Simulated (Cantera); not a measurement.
Input: 1 mol Fe, 0.67 mol CO₂, 6.9 mol H₂, equilibrated at 100000 Pa.

Cantera equilibrium calculation (NASA polynomials, part measured and part estimated; ideal gas, pure solids and liquids). Candidate condensed phases: C, C₆H₆, C₇H₈, C₈H₁₈, Fe, Fe(CO)₅, FeO, Fe(OH)₂, Fe(OH)₃, Fe₂O₃, Fe₃O₄, H₂O; 114 gas species. The tables' stoichiometric FeO is somewhat more stable than real wüstite, so its field is too wide. FeO: taken at fixed stoichiometry. Rates play no part.

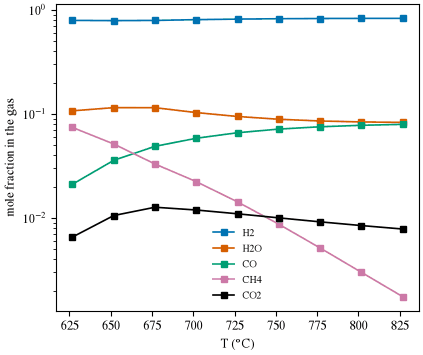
Fig. 1. Equilibrium gas composition (values under 1e-9 drawn at 1e-9)

Task: Read off the mole fractions at 777 °C.

Result: H₂ about 0.83, H₂O about 0.085, CO about 0.075, CO₂ about 0.0092, CH₄ about 0.0051.
